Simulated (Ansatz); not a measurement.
# Effect of x(S) = 0.333, 6 atoms, P3m1 on BeSe

The parent structure is BeSe in the zinc blende structure (space group F-43m, No. 216; a = 5.129 Å).

The other end (x = 1) is BeS in the zinc blende structure (space group F-43m, No. 216): 14.15 Å³/atom, gap 2.91 eV.

The change: a fraction x = 0.333 of the Se sites is given to S, ordered in a cell of 6 atoms (starting symmetry P3m1) and fully relaxed.

All numbers come from DFT with PBEsol, PAW potentials and a 420 eV plane-wave cutoff in Ansatz (a program for electronic structure), no spin-orbit coupling. Γ-centred 11×11×4 mesh, Fermi–Dirac width 0.05 eV, for the changed cell.

```csv
quantity,base,changed,shift
volume per atom,16.86 Å³,15.94 Å³,-0.92 Å³
shortest interatomic distance,2.221 Å,2.091 Å,-0.130 Å
band gap,2.47 eV,2.39 eV,-0.08 eV
"gap character (in this cell's own zone, which can be folded)",–,"indirect, Γ → M",–
"valence-band top at Γ (three highest levels, from the VBM)","0.00, 0.00, 0.00 eV","0.00, 0.00, -0.23 eV",–
mixing energy,–,+15 meV/atom,–
deviation of the volume from the linear (Vegard-type) interpolation,–,-0.1 %,–
"bowing parameter b of this ordering, from Eg = [1−x] Eg[0] + x Eg[1] − b x [1−x]",–,1.0 eV,–
mean first-shell distances,–,"Se–Be 2.202 Å (end compound 2.221 Å), S–Be 2.137 Å (end compound 2.095 Å)",–
```

Final structure:

```
CELL_PARAMETERS angstrom
      3.55976     0.00000     0.00000
     -1.77988     3.08284     0.00000
      0.00000     0.00000     8.71653
ATOMIC_POSITIONS crystal
  S  0.00000 0.00000 0.75003
  Se 0.33333 0.66667 0.42117
  Se 0.66667 0.33333 0.07906
  Be 0.00000 0.00000 0.98992
  Be 0.33333 0.66667 0.67658
  Be 0.66667 0.33333 0.33323
```

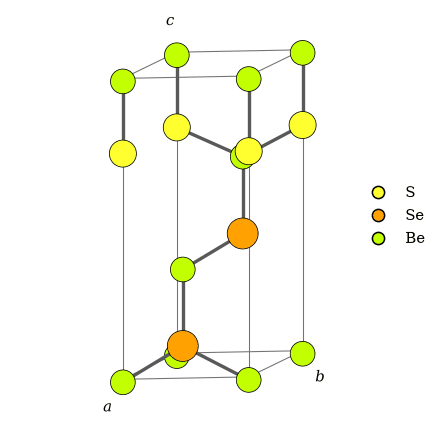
The relaxed conventional cell after the change

These are small ordered cells, not random alloys; other orderings at the same x differ. No phonon test of stability was made. Labels are those of the standard path for the cell's own space group.
